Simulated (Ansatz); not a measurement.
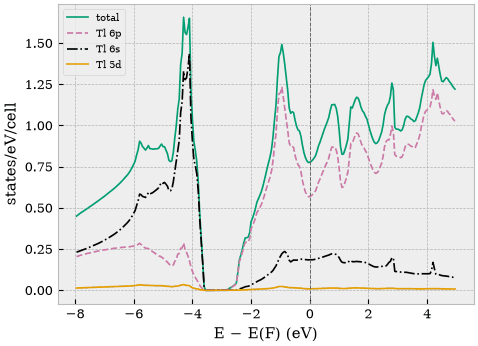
Figure: Total and projected density of states of Tl (hcp (Mg type), P6_3/mmc), plane-wave PAW PBEsol (Ansatz code)

**Question.** Which orbitals carry the states next to the Fermi level?

**Answer.** Within 0.5 eV of the Fermi level: Tl 6p 75 %, Tl 6s 22 %. Projections are on Löwdin-orthogonalised atomic valence shells; empty p or d shells of many metals are not among them.

**Question.** Where is the tallest occupied peak in this window, and what makes it?

**Answer.** Near -4.3 eV, about 1.7 states/eV per cell; the largest projected share is Tl 6s.

The PBEsol relaxation kept the symmetry of its start. Scalar-relativistic: spin–orbit coupling is off unless named, which matters more the heavier the elements.

Potentials: the later of the program's two PAW sets.
